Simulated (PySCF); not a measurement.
```xyz
16

C    -1.4162    1.1273    0.1185
C    -1.2371   -0.2182   -0.5324
C    -0.8544   -1.4007    0.2922
C     0.1419   -0.8281   -0.6916
C     1.3096   -0.1332   -0.1696
C     1.3327    0.7909    0.9025
N     2.4580    1.2995    1.2090
S     3.5903    0.6534    0.1807
N     2.5261   -0.2846   -0.6469
H    -2.3415    1.1561    0.6909
H    -0.5760    1.3246    0.8016
H    -1.4389    1.9183   -0.6286
H    -1.9152   -0.3993   -1.3586
H    -1.2823   -2.3660    0.0708
H    -0.6534   -1.2367    1.3404
H     0.3488   -1.3943   -1.5904
```

Geometry: GFN2-xTB.

Computed with UKS B3LYP, pcH-1 on C H N S, non-relativistic, mean-field spin-orbit, GIAO in PySCF.

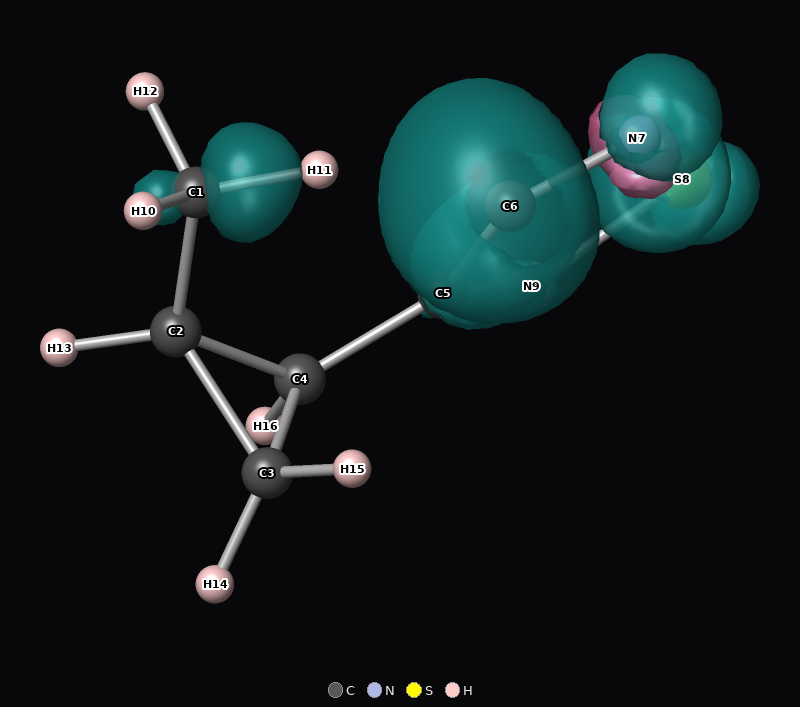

C6H7N2S (doublet). Isosurfaces of the spin density (α minus β) at +0.03 (teal) and −0.03 e/Å³ (pink), seen at a tilt.

Question: Describe the spin distribution.

Answer: The unpaired spin (1 electron) lies mostly on C6 (about 0.6), S8 (about 0.1) and N7 (about 0.1), in electrons by Hirshfeld's partition.
